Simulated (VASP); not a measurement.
Band structure of WAl (relaxed from the wurtzite structure, space group P6_3/mmc). These are PBEsol GGA, VASP's PBE PAW potentials (set 64) (plane waves; VASP) values and carry that method's errors.

Unless said otherwise, spin-orbit coupling is left out, though it shifts the bands of the heavy elements here.

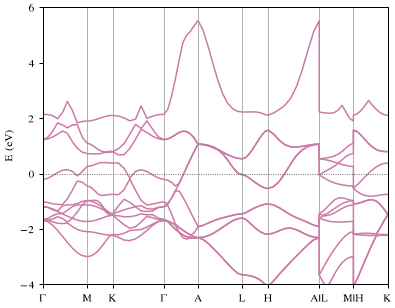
Fig. 1. Bands along high-symmetry lines, zero at the valence-band maximum or, without a gap, the Fermi level

Question: Read the plot: is there a gap, and where are the band edges?

Answer: It has no gap at this level: it comes out as a metal or semimetal. (Edges off the drawn lines would not show.)

The structure was generated: WAl was put into the wurtzite type (P6_3mc), which need not be its known phase. It was relaxed first, which changed the volume by -41 %. The relaxed cell has space group P6_3/mmc.
